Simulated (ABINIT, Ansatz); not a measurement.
# Na2LiIrF6 (Fm-3m): G0W0 with ABINIT, start to end, part 2 of 2

Wanted: ground state, empty states, screening and self-energy for Na2LiIrF6 (Fm-3m).

ABINIT 10.8.3; LDA and many-body steps on it, plane waves. Known limits of the many-body steps: not at the basis limit; no spin polarisation; d states lean on the start; no spin-orbit coupling; coarse k mesh.

So far. Step 2 (Ground state): The gap is direct, at (0.500, 0.500, 0.000). Step 3 (Empty states on the mesh, 2×2×2 mesh, 113 bands): On this mesh the gap is 2.036 eV.

### 4. Screening, 2×2×2 mesh, 103 bands, screening to 98 eV

The RPA dielectric matrix is built and inverted for each q.

This step: RPA screening on LDA, plane waves, norm-conserving pseudopotentials.

Input file run.abi:

```
acell 3*1.0 Angstrom
rprim 
  0.000000000000 4.004814000000 4.004814000000
  4.004814000000 0.000000000000 4.004814000000
  4.004814000000 4.004814000000 -0.000000000000
ntypat 4
znucl 11 3 77 9
natom 10
typat 1 1 2 3 4 4 4 4 4 4
xred 
  0.750000000000 0.750000000000 0.750000000000
  0.250000000000 0.250000000000 0.250000000000
  0.500000000000 0.500000000000 0.500000000000
  0.000000000000 0.000000000000 0.000000000000
  0.747678000000 0.252322000000 0.252322000000
  0.252322000000 0.252322000000 0.747678000000
  0.252322000000 0.747678000000 0.747678000000
  0.252322000000 0.747678000000 0.252322000000
  0.747678000000 0.252322000000 0.747678000000
  0.747678000000 0.747678000000 0.252322000000
pp_dirpath "pseudos"
pseudos "Na.upf, Li.upf, Ir.upf, F.upf"
ecut 38
ngkpt 2 2 2
nshiftk 1
shiftk 0 0 0
kptopt 1
chksymbreak 0
istwfk *1
occopt 1
irdwfk 1
optdriver 3
nband 103
ecuteps 3.6
inclvkb 2
awtr 1
symchi 1
indata_prefix "in"
outdata_prefix "out"
tmpdata_prefix "tmp"
```

On the command line:

```bash
> OMP_NUM_THREADS=1 mpirun -n 4 abinit run.abi > log
```

Numbers of over 12 decimals in the logs are rounded to 6 here.

The log of the run:

```text
.Version 10.8.3 of ABINIT. v10.8.2 released Aug 2026.

 Symmetries : space group Fm -3 m (#225); Bravais cF (face-center cubic)
[... echo of the input left out ...]
== DATASET  1 ==================================================================
-   mpi_nproc: 4, omp_nthreads: 1 (-1 if OMP is not activated)

--- !DatasetInfo
iteration_state: {dtset: 1, }
dimensions: {natom: 10, nkpt: 3, mband: 103, nsppol: 1, nspinor: 1, nspden: 1, mpw: 9756, }
cutoff_energies: {ecut:  38.0, pawecutdg:  -1.0, }
electrons: {nelect:   8.00000000E+01, charge:   0.00000000E+00, occopt:   1.00000000E+00, tsmear:   1.00000000E-02, }

 SCREENING: Calculation of the susceptibility and dielectric matrices

 Based on a program developped by R.W. Godby, V. Olevano, G. Onida, and L. Reining.
 Incorporated in ABINIT by V. Olevano, G.-M. Rignanese, and M. Torrent.
.Using double precision arithmetic ; gwpc =  8

[... cell and pseudopotentials left out ...]
--------------------------------------------------------------------------------

 ==== K-mesh for the wavefunctions ====
 Number of points in the irreducible wedge :     3
[... list of points left out ...]
 Together with 48 symmetry operations and time-reversal symmetry
 yields     8 points in the full Brillouin Zone.

 ==== Q-mesh for the screening function ====
 Number of points in the irreducible wedge :     3
[... list of points left out ...]
 Together with 48 symmetry operations and time-reversal symmetry
 yields     8 points in the full Brillouin Zone.

 setmesh: FFT mesh size selected  =    40x   40x   40
          total number of points  =        64000

 vcoul_init : cutoff-mode = AUXILIARY_FUNCTION
 q-points for optical limit:   1
     1)      0.000010    0.000020    0.000030

- screening: taking advantage of time-reversal symmetry
- Maximum band index for partially occupied states nbvw = 40
- Remaining bands to be divided among processors   nbcw = 63
- Number of bands treated by each node ~15

 Number of electrons calculated from density =   80.0000; Expected =   80.0000
 average of density, n =  0.092282
 r_s =    1.3728
 omega_plasma =   29.3031 [eV]

 calculating chi0 at frequencies [eV] :
  1    0.000000E+00    0.000000E+00
  2    0.000000E+00    2.930311E+01

--------------------------------------------------------------------------------
  q-point number  1        q = ( 0.000000, 0.000000, 0.000000) [r.l.u.]
--------------------------------------------------------------------------------
[... chi0 elements left out ...]
 For q-point:  0.000010 0.000020 0.000030
  dielectric constant =   2.2460
  dielectric constant without local fields =   2.5641

  Average fulfillment of the sum rule on Im[epsilon] for q-point    1 :     27.06  [%]
[... wings left out ...]
  q-point number  2        q = ( 0.500000, 0.000000, 0.000000) [r.l.u.]
--------------------------------------------------------------------------------
[... chi0 elements left out ...]
  Average fulfillment of the sum rule on Im[epsilon] for q-point    2 :     32.88  [%]

 [... 1 further q-points ...]
```

The job ended after 53 s (4 MPI ranks of Arm Neoverse N1, shared host; peak memory 1.9 GiB).

Numbers from this step:

- ε∞ with local fields, on this mesh, along the program's q direction: 2.246
- the same without local fields: 2.564
- plasma frequency: 29.30 eV
- plane waves in the screening matrix: 283

Local fields lower ε∞ by 12 %. On a Γ-centred mesh this coarse the value itself is usually too large, while a short band sum pulls it down.

### 5. Self-energy, 2×2×2 mesh, 103 bands, screening to 98 eV

The self-energy is evaluated for the states that the input lists, and the levels follow from it, in one-shot runs by the linearised quasiparticle equation.

This step: G0W0 on LDA, plane waves, norm-conserving pseudopotentials.

Edit run.abi of step 4 so:

```diff
@@ -31,8 +31,17 @@
 irdwfk 1
-optdriver 3
+optdriver 4
 nband 103
+gwcalctyp 0
+ecutsigx 38
+symsigma 1
+nkptgw 2
+kptgw 
+  0.5000000000 0.5000000000 0.0000000000
+  0.0000000000 0.0000000000 0.0000000000
+bdgw 
+  39 42
+  38 43
 ecuteps 3.6
-inclvkb 2
-awtr 1
-symchi 1
+irdscr 1
+ppmodel 1
 indata_prefix "in"
```

The log of the run:

```text
.Version 10.8.3 of ABINIT. v10.8.2 released Aug 2026.

 Symmetries : space group Fm -3 m (#225); Bravais cF (face-center cubic)
[... echo of the input left out ...]
== DATASET  1 ==================================================================
-   mpi_nproc: 4, omp_nthreads: 1 (-1 if OMP is not activated)

--- !DatasetInfo
iteration_state: {dtset: 1, }
dimensions: {natom: 10, nkpt: 3, mband: 103, nsppol: 1, nspinor: 1, nspden: 1, mpw: 9756, }
cutoff_energies: {ecut:  38.0, pawecutdg:  -1.0, }
electrons: {nelect:   8.00000000E+01, charge:   0.00000000E+00, occopt:   1.00000000E+00, tsmear:   1.00000000E-02, }

 SIGMA: Calculation of the GW corrections

 Based on a program developped by R.W. Godby, V. Olevano, G. Onida, and L. Reining.
 Incorporated in ABINIT by V. Olevano, G.-M. Rignanese, and M. Torrent.
.Using double precision arithmetic ; gwpc =  8

[... cell and pseudopotentials left out ...]
--------------------------------------------------------------------------------

 ==== K-mesh for the wavefunctions ====
 Number of points in the irreducible wedge :     3
[... list of points left out ...]
 Together with 48 symmetry operations and time-reversal symmetry
 yields     8 points in the full Brillouin Zone.

 ==== Q-mesh for screening function ====
 Number of points in the irreducible wedge :     3
[... list of points left out ...]
 Together with 48 symmetry operations and time-reversal symmetry
 yields     8 points in the full Brillouin Zone.

 vcoul_init : cutoff-mode = AUXILIARY_FUNCTION
 q-points for optical limit:   1
     1)      0.000010    0.000020    0.000030
 setmesh: FFT mesh size selected  =    60x   60x   60
          total number of points  =       216000

 Number of electrons calculated from density =   80.0000; Expected =   80.0000
 average of density, n =  0.092282
 r_s =    1.3728
 omega_plasma =   29.3031 [eV]

 === KS Band Gaps ===
  >>>> For spin  1
   Minimum direct gap =   2.0359 [eV], located at k-point      :   0.5000  0.5000  0.0000
   Fundamental gap    =   2.0359 [eV], Top of valence bands at :   0.5000  0.5000  0.0000
                                       Bottom of conduction at :   0.5000  0.5000  0.0000
 SIGMA fundamental parameters:
 PLASMON POLE MODEL  1
 number of plane-waves for SigmaX                 9721
 number of plane-waves for SigmaC and W            283
 number of plane-waves for wavefunctions          9721
 number of bands                                   103
 number of independent spin polarizations            1
 number of spinorial components                      1
 number of k-points in IBZ                           3
 number of q-points in IBZ                           3
 number of symmetry operations                      48
 number of k-points in BZ                            8
 number of q-points in BZ                            8
 number of frequencies for dSigma/dE                 9
 frequency step for dSigma/dE [eV]                0.25
 number of omega for Sigma on real axis              0
 max omega for Sigma on real axis  [eV]           0.00
 zcut for avoiding poles [eV]                     0.10

 EPSILON^-1 parameters (SCR file):
 dimension of the eps^-1 matrix on file            283
 dimension of the eps^-1 matrix used               283
 number of plane-waves for wavefunctions          9721
 number of bands                                   103
 number of q-points in IBZ                           3
 number of frequencies                               2
 number of real frequencies                          1
 number of imag frequencies                          1

 matrix elements of self-energy operator (all in [eV])

 Perturbative Calculation

--- !SelfEnergy_ee
iteration_state: {dtset: 1, }
kpoint     : [   0.500,    0.500,    0.000, ]
spin       : 1
KS_gap     :    2.036
QP_gap     :    5.910
Delta_QP_KS:    3.874
data: !SigmaeeData |
     Band     E0 <VxcDFT>   SigX SigC(E0)      Z dSigC/dE  Sig(E)    E-E0       E
       39   2.526 -21.681 -26.646   4.251   0.819  -0.220 -22.266  -0.585   1.941
       40   2.526 -21.681 -26.646   4.251   0.819  -0.220 -22.266  -0.585   1.941
       41   4.562 -21.153 -14.730  -2.477   0.834  -0.200 -17.864   3.289   7.851
       42   5.162 -22.744 -16.332  -2.304   0.822  -0.217 -19.368   3.375   8.538

--- !SelfEnergy_ee
iteration_state: {dtset: 1, }
kpoint     : [   0.000,    0.000,    0.000, ]
spin       : 1
KS_gap     :    2.472
QP_gap     :    5.231
Delta_QP_KS:    2.759
data: !SigmaeeData |
     Band     E0 <VxcDFT>   SigX SigC(E0)      Z dSigC/dE  Sig(E)    E-E0       E
       38   2.204 -20.728 -25.524   4.104   0.819  -0.220 -21.295  -0.567   1.638
       39   2.204 -20.728 -25.524   4.104   0.819  -0.220 -21.295  -0.567   1.638
       40   2.204 -20.728 -25.524   4.104   0.819  -0.220 -21.295  -0.567   1.638
       41   4.676 -10.406  -5.494  -2.447   0.889  -0.124  -8.213   2.193   6.869
       42   5.147 -22.688 -16.286  -2.306   0.822  -0.216 -19.321   3.367   8.514
       43   5.147 -22.688 -16.286  -2.306   0.822  -0.216 -19.321   3.367   8.514

== END DATASET(S) ==============================================================
================================================================================

 -outvars: echo values of variables after computation  --------
           etotal      0.0000000000E+00
            nband         103
             nkpt           3
          spgroup         225
 [... the other variables as echoed above ...]

 Calculation completed.
```

The job ended after 15 s (4 MPI ranks; peak memory 1.3 GiB; 60 s of CPU time).

This step gave:

```yaml
g0w0_gap_on_the_points_computed: 4.928 eV
starting_gap_on_the_mesh: 2.036 eV
k_of_the_valence_top: 0.5, 0.5, 0
k_of_the_conduction_bottom: 0, 0, 0
z_at_the_valence_top: 0.819
z_at_the_conduction_bottom: 0.889
least_direct_g0w0_gap_on_the_computed_points: 5.231 eV
```

The gap on the mesh goes from 2.04 eV to 4.93 eV, a correction of +2.89 eV.

Limits: finite bands, cutoff and mesh; no spin polarisation; d states lean on the start; no spin-orbit coupling; coarse k mesh. v1 is the top filled band, c1 the lowest empty one. Levels before and after the correction, in eV, zero at the valence-band top of each column:

|  | conduction bottom | valence top |
| --- | --- | --- |
| Kohn-Sham | 2.04 | 0.00 |
| G0W0 | 4.93 | 0.00 |

|  | level | energy (eV) |
| --- | --- | --- |
| Kohn-Sham | (0.5 0.5 0) v2-v1 | 0.000 |
| Kohn-Sham | (0.5 0.5 0) c1 | 2.036 |
| Kohn-Sham | (0.5 0.5 0) c2 | 2.636 |
| Kohn-Sham | Γ v3-v1 | -0.322 |
| Kohn-Sham | Γ c1 | 2.151 |
| Kohn-Sham | Γ c2-c3 | 2.621 |
| G0W0 | (0.5 0.5 0) v2-v1 | 0.000 |
| G0W0 | (0.5 0.5 0) c1 | 5.910 |
| G0W0 | (0.5 0.5 0) c2 | 6.597 |
| G0W0 | Γ v3-v1 | -0.303 |
| G0W0 | Γ c1 | 4.928 |
| G0W0 | Γ c2-c3 | 6.573 |

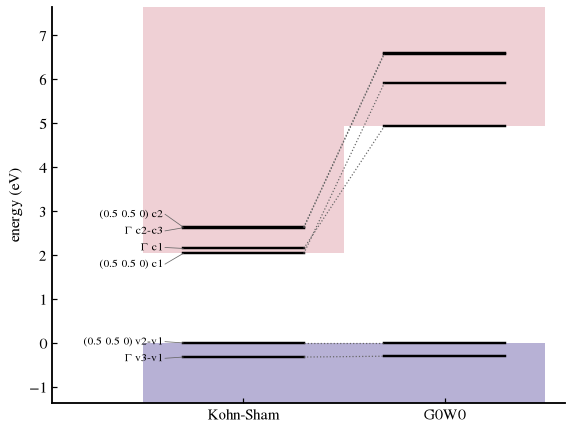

Levels before and after the correction. Shaded: valence and conduction bands.

### 6. Where the time went

Times are wall times on 4 MPI ranks of Arm Neoverse N1, shared host, good to a factor of about two.

| step | time | share | memory (GiB) |
| --- | --- | --- | --- |
| ground state | 1.8 min | 44 % | 0.5 |
| empty states on the mesh | 71 s | 28 % | 0.41 |
| screening | 53 s | 21 % | 1.9 |
| self-energy | 15 s | 6 % | 1.3 |

### 7. Results

```yaml
lda_gap: 2.04 eV, direct
g0w0_gap_on_the_mesh: 4.93 eV
gw_settings: 2×2×2 mesh, 103 bands, screening to 98 eV, Godby-Needs plasmon pole
known_limits: not at the basis limit; no spin polarisation; d states lean on the start; no spin-orbit coupling; coarse k mesh
```

What this shows: G0W0 moves the gap on the mesh from 2.04 eV to 4.93 eV (+2.89 eV), with Z of 0.82 and 0.89 at the edges. Local fields lower the RPA ε∞ on this mesh from 2.56 to 2.25; a Γ-centred mesh this coarse tends to raise both, most where the direct gap is narrow, while a short band sum lowers them. G0W0 makes the gap indirect: the least direct gap computed is 5.23 eV. Only 2 of the mesh's irreducible points were corrected, so a valley elsewhere could overtake. The dearest step here is «ground state». Bands and cutoff are finite, so the gap is not at the basis limit. The miss can reach some tenths of an eV and take either sign; the mesh is an error of its own. In the G0W0 run levels were corrected at 2 k points alone, so a gap called «on the mesh» is the least over those, and an edge elsewhere would be missed. The 2×2×2 mesh is coarse for this cell, which bears on the long-range parts of exchange and screening. The runs have no spin polarisation. For a closed low-spin shell that is the natural state; where a d or f shell is open it is a constraint, and the gap is then not the crystal's own. With d states at the gap, one-shot GW leans hard on its start. The many-body steps are scalar-relativistic: spin-orbit coupling is not in them.

[Paths, hosts, dates, memory and timing lines, banners, echoed tables and standing remarks are left out of the program output.]

[Logs are printed without paths, hosts, clocks, repeated set-up lines and the standing remarks that a program may print on its own settings, such as how far it seeks lower states.]

[Runs of the session that timed out or met a known fault of the program may be left out.]

[Hosts, paths, dates, database ids (printed as entryN), source tags and the programs' standing remarks are cut or masked in the printed files.]

[G0W0 gaps are taken among the corrected bands and points alone; a level outside them can change the order at an edge.]

[Where Ansatz stands beside ABINIT at settings called matched, ABINIT's density can come from a denser mesh and the files from another edition; pairs whose starting gaps differed by over 0.03 eV were left out, so agreement reads better than it is.]
